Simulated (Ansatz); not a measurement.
A series of calculations on GePH6

Part 1: Relaxation

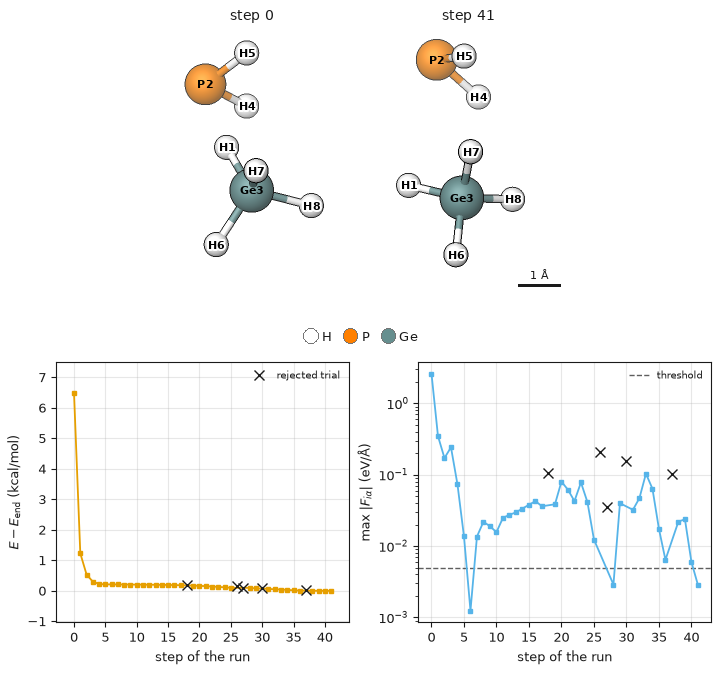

First and last geometry of a relaxation of GePH6 (multiplicity 2) (started from a transition state, displaced along its imaginary mode), with the history of the run. A ball-and-stick model, seen from a free direction.

Theory: UKS PBE0-D4/def2-TZVP in Ansatz.

Input file:
```yaml
crystal:
  periodic: [false, false, false]
  atoms:
    - {symbol: H, position_ang: [-0.288865, 0.138595, 0.317963]}
    - {symbol: P, position_ang: [-1.077326, 1.942972, 0.100878]}
    - {symbol: Ge, position_ang: [0.414257, -1.131316, 0.275134]}
    - {symbol: H, position_ang: [-1.339774, 1.548414, -1.244173]}
    - {symbol: H, position_ang: [0.242436, 2.361820, -0.238184]}
    - {symbol: H, position_ang: [-0.450476, -2.260515, 0.880223]}
    - {symbol: H, position_ang: [1.731022, -1.063084, 1.080258]}
    - {symbol: H, position_ang: [0.768626, -1.536887, -1.171998]}
basis:
  gaussian: {orbitals: def2-TZVP}
magnetization: {spin_polarized: true, initial_magnetization: 1}
hamiltonian: {xc: pbe0, dispersion: d4}
relax: {f_tol: 0.005, max_steps: 200}
```

Run as
```bash
ansatz run in.yaml --threads 4 --pin off --events-out ev --progress --plain --max-ram 9574MiB
```

Question: Did the run converge, and what did it change?

Answer: It converged. The energy falls by 6.48 kcal/mol in 36 accepted moves (41 points after the start). Largest force component: 2.6 eV/Å at the start, 0.0029 eV/Å at the end. The line search rejected the trial steps at points 18, 26, 27, 30, 37 of the run. The forces were under the threshold at step 6, but the run went on from there. H1 moves most after the best rigid fit: 1.22 Å. Largest moves by element: H 1.22 Å, P 0.74 Å, Ge 0.23 Å. Near-neighbour distances that change, for instance: H1–P2 1.981 → 3.403 Å, P2–Ge3 3.421 → 4.048 Å, H1–Ge3 1.452 → 1.535 Å, Ge3–H6 1.546 → 1.535 Å. Bond angles that change, for instance: H1–Ge3–H8 111.6° → 109.4°. The run took 2.4 min on 4 threads of Intel Xeon @ 2.50GHz, with other jobs on the host.

Part 2: Relaxation

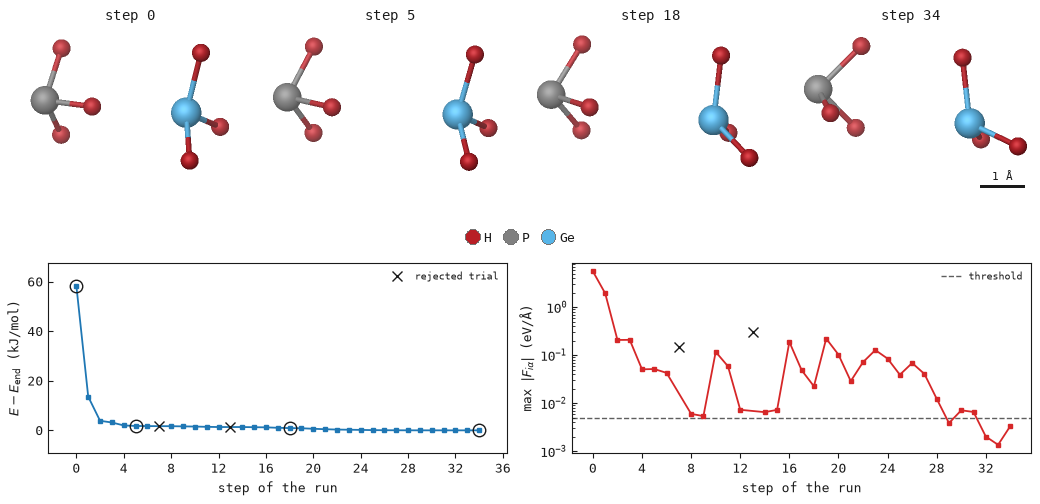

Frames of a relaxation of GePH₆ (multiplicity 2) (started from a transition state, displaced along its imaginary mode), marked on the history of the run. A ball-and-stick model, seen at a tilt.

Theory: UKS PBE0-D4/def2-TZVP (Ansatz 0.2.0). Settings: force threshold 0.005 eV/Å; at most 200 steps.

### Describe the path.

After 32 accepted moves (34 points after the start) the energy has fallen by 58.3 kJ/mol. The largest force component goes from 5.5 to 0.0034 eV/Å. The line search rejected the trial steps at points 7, 13 of the run. An H atom moves most after the best rigid fit: 1.17 Å. Largest moves by element: H 1.17 Å, P 0.59 Å, Ge 0.34 Å. Some distances before and after: Ge–H 2.281 → 3.312 Å, Ge–P 3.516 → 4.104 Å, H–P 1.253 → 1.421 Å, Ge–H 1.536 → 1.540 Å. From step 0 to 5: the P atom moves most (0.51 Å), energy −56.5 kJ/mol. From step 5 to 18: H atoms move most (0.49 Å), energy −0.87 kJ/mol. From step 18 to 34: an H atom moves most (0.59 Å), energy −0.91 kJ/mol.

| step | E − E(0), kJ/mol | largest force component, eV/Å | note |
| --- | --- | --- | --- |
| 0 | 0.00 | 5.5386 |  |
| 1 | -44.71 | 1.9396 |  |
| 2 | -54.46 | 0.2074 |  |
| 3 | -55.14 | 0.2085 |  |
| 4 | -56.33 | 0.0508 |  |
| 5 | -56.54 | 0.0515 |  |
| 6 | -56.60 | 0.0428 |  |
| 7 | -56.46 | 0.1456 | rejected |
| 8 | -56.64 | 0.0060 |  |
| 9 | -56.71 | 0.0054 |  |
| 10 | -56.78 | 0.1172 |  |
| 11 | -56.89 | 0.0588 |  |
| 13 | -56.77 | 0.2967 | rejected |
| 14 | -56.98 | 0.0065 |  |
| 15 | -57.05 | 0.0073 |  |
| 16 | -57.10 | 0.1889 |  |
| 18 | -57.40 | 0.0225 |  |
| 19 | -57.46 | 0.2211 |  |
| 20 | -57.68 | 0.1026 |  |
| 21 | -57.86 | 0.0288 |  |
| 23 | -58.06 | 0.1278 |  |
| 24 | -58.14 | 0.0848 |  |
| 25 | -58.22 | 0.0392 |  |
| 26 | -58.26 | 0.0687 |  |
| 28 | -58.30 | 0.0124 |  |
| 29 | -58.31 | 0.0039 |  |
| 30 | -58.31 | 0.0071 |  |
| 31 | -58.31 | 0.0066 |  |
| 33 | -58.31 | 0.0014 |  |
| 34 | -58.31 | 0.0034 |  |

Limits of the set-up: the start holds two separate molecules, 2.3 Å apart at their closest, whose relative position is a soft coordinate.

Part 3: Reaction

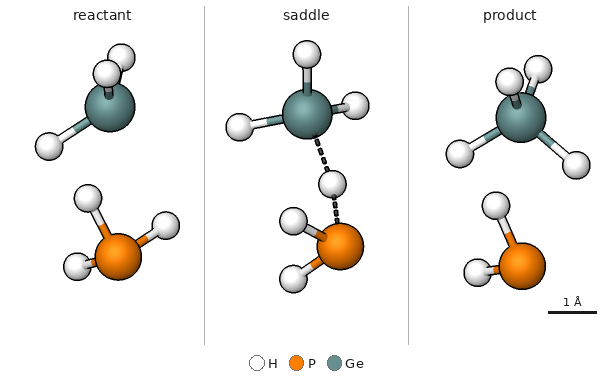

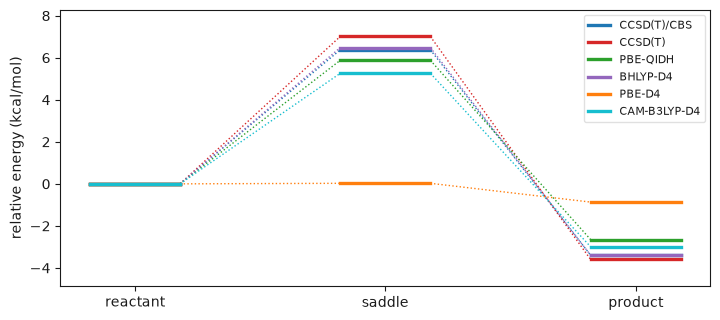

A reaction step of GePH6 (multiplicity 2), with its energy diagram. A ball-and-stick model, seen from a free direction. Dashed sticks mark bonds that form or break.

Stationary points at PBE0-D4/def2-TZVP, single-point energies with CCSD(T)/CBS, CCSD(T), PBE-QIDH, BHLYP-D4, PBE-D4, CAM-B3LYP-D4 (def2-TZVPP where no basis is named; Ansatz 0.2.0). The energies are electronic, without zero-point or thermal terms, and both ends are the minima reached downhill from the saddle, with any fragments still in contact. CCSD(T)/CBS stands for a frozen-core estimate: MP2 correlation extrapolated from def2-TZVPP and def2-QZVPP, CCSD(T) minus MP2 from the smaller set.

Q: Describe the step and its energetics.

A: Counted by bonded pieces, the reactant holds GeH₃ + PH₃ and the product holds GeH₄ + PH₂. From the reactant over the saddle to the product, a bond forms: Ge–H (3.31 → 1.87 → 1.53 Å). A bond breaks: H–P (1.42 → 1.62 → 3.40 Å). The saddle has one imaginary mode, 751i cm⁻¹. With CCSD(T)/CBS the barrier is 6.4 kcal/mol from the reactant and 9.8 kcal/mol from the product, and the product lies 3.4 kcal/mol below the reactant.

```tsv
level	barrier from the reactant (kcal/mol)	barrier from the product (kcal/mol)	the product less the reactant (kcal/mol)
CCSD(T)/CBS	6.4	9.8	−3.4
CCSD(T)	7.0	10.6	−3.6
PBE-QIDH	5.9	8.5	−2.7
BHLYP-D4	6.5	9.9	−3.4
PBE-D4	0.0	0.9	−0.9
CAM-B3LYP-D4	5.3	8.3	−3.0
```

Against CCSD(T)/CBS, BHLYP-D4 comes closest on the barrier from the reactant (+0.1 kcal/mol) and PBE-D4 misses most (−6.4 kcal/mol).

Limits of the set-up: the start holds two separate molecules, 3.1 Å apart at their closest, whose relative position is a soft coordinate.
